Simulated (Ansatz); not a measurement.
## Electronic structure of CH5AlF2O2 in real space

The calculation's input:

```
crystal:
  periodic: [false, false, false]
  atoms:
    - { symbol: Al, position_ang: [-0.718199, 0.932998, 0.968781] }
    - { symbol: O, position_ang: [0.015397, -0.622905, 0.414262] }
    - { symbol: C, position_ang: [-0.616052, -1.606565, -0.381881] }
    - { symbol: F, position_ang: [-2.18548, 1.464513, 0.389435] }
    - { symbol: F, position_ang: [0.057541, 1.757041, 2.187864] }
    - { symbol: H, position_ang: [1.620427, 0.542125, -0.686094] }
    - { symbol: O, position_ang: [1.771339, 1.488633, -0.879874] }
    - { symbol: H, position_ang: [-1.470224, -1.216883, -0.982795] }
    - { symbol: H, position_ang: [0.121717, -2.040338, -1.093829] }
    - { symbol: H, position_ang: [-0.999702, -2.443453, 0.245442] }
    - { symbol: H, position_ang: [2.403236, 1.744733, -0.181312] }
basis:
  gaussian: { orbitals: def2-SVP }
hamiltonian:
  xc: pbe
  dispersion: d4
relax:
  f_tol: 0.03
  max_steps: 50
output:
  orbitals: {}
```

Launched as:

```sh
ansatz run input.yaml --threads 2 --pin off --max-ram 3072MiB --backend cpu --events-out ev --progress --plain --runs-dir out
```

The fields are those of the run's last geometry, not of the input's.

All numbers below come from Ansatz, RKS PBE-D4/def2-SVP.

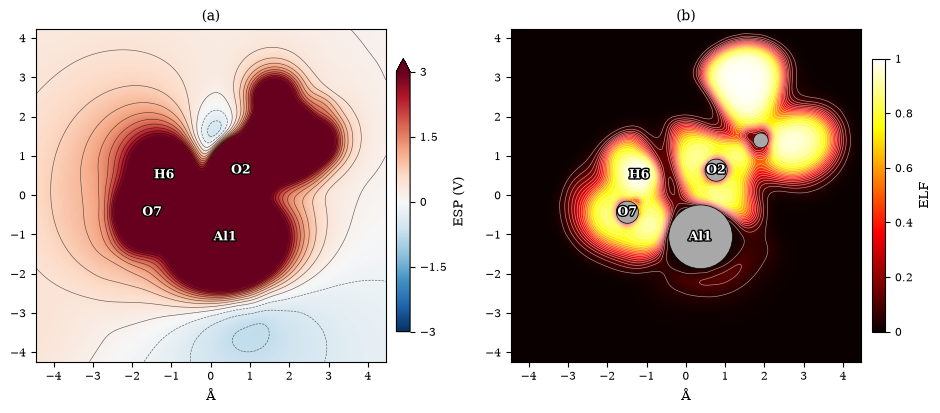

Figure 1. (a) electrostatic potential; (b) electron localisation function on the plane of atoms O2, Al1 and O7. Grey discs cover the atomic cores in the ELF map.

Q: Interpret the plot.

A:
- The section cuts through Al, O and H sites.
- Al–O (1.74 Å): the ELF peaks at about 0.85 in the valence shell of O, 0.6 Å from its nucleus, and is about 0.35 at the midpoint.
- O–H (1.00 Å): the ELF climbs to about 1 towards the hydrogen, as it does in any bond to H (a covalent bond by its length).
- Al–O (1.97 Å): the ELF peaks at about 0.90 in the valence shell of O, 0.6 Å from its nucleus, and is about 0.55 at the midpoint.
- The ELF also peaks beside O2, away from the bonds: lone-pair regions.
- Outside the dense part of the molecule the potential is most negative (−0.8 V) near F4, which lies off the plane.

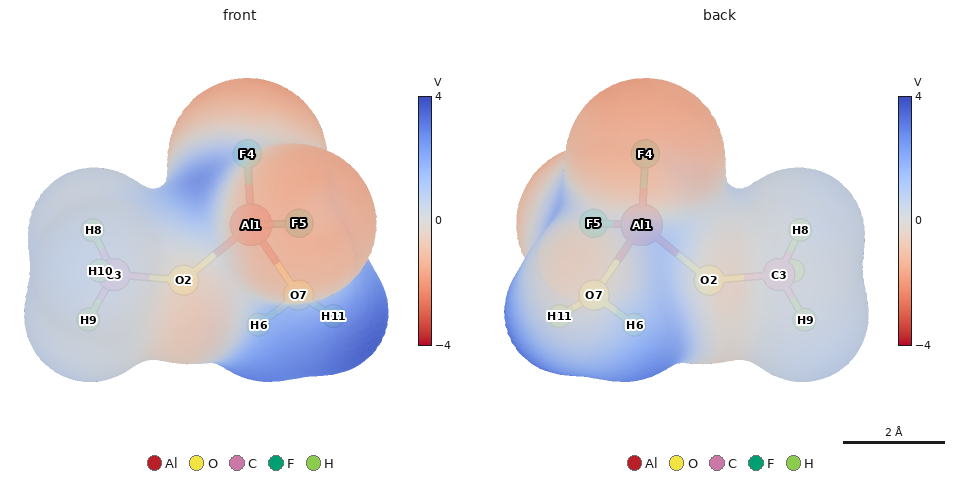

Figure 2. The electrostatic potential painted on the density surface at 0.002 e/bohr³, seen from the front and from behind; red is negative and blue positive.

Q: Which sites attract a positive test charge, and which a negative one?

A: A positive charge is drawn to the negative regions and a negative charge to the positive ones. The most negative region (about −1.6 V) lies over F4, the most positive (about +3.5 V) over H11.

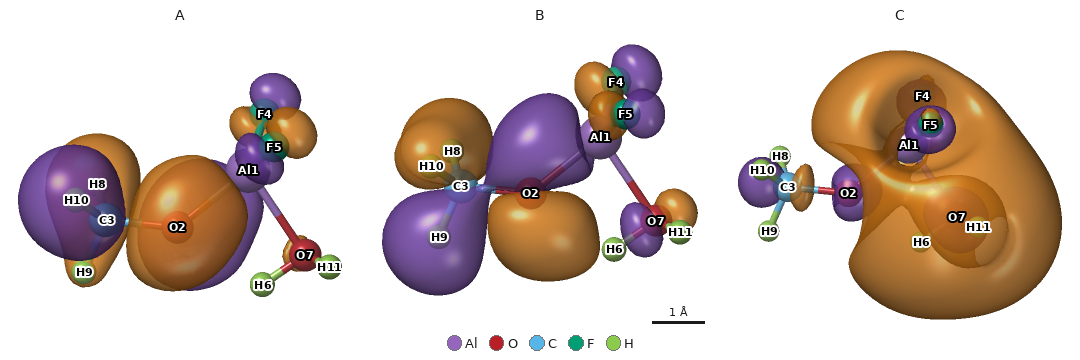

Figure 3. Three frontier orbitals at ±0.06 Å⁻³ᐟ² (orange and purple are the two phases), in no order.

Q: Which picture is the HOMO−1, the HOMO and the LUMO?

A: B is the HOMO−1 (−6.76 eV). It lies mainly on O2 (about 55 %), C3 (about 15 %), H9 (about 10 %) and Al1 (about 5 %). A is the HOMO (−6.26 eV). Its weight (Hirshfeld) is mainly on O2 (about 60 %), C3 (about 15 %) and H10 (about 10 %). C is the LUMO (−0.96 eV). Its weight (Hirshfeld) is mainly on Al1 (about 25 %), H11 (about 25 %), O7 (about 20 %) and H6 (about 15 %).

Q: What is the HOMO–LUMO gap?

A: 5.30 eV between the orbital energies.

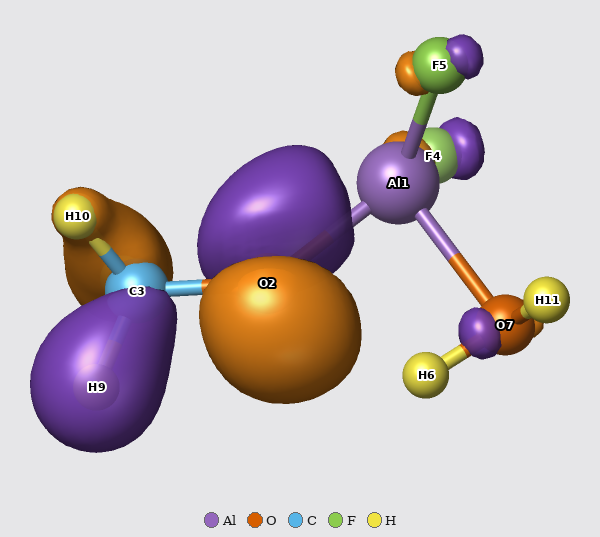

Figure 4. The HOMO−1 at ±0.15 Å⁻³ᐟ² (orange and purple are the two phases), seen at a tilt.

Q: Describe this orbital and give its energy.

A: It lies mainly on O2 (about 55 %), C3 (about 15 %), H9 (about 10 %) and Al1 (about 5 %). Its energy is −6.76 eV.
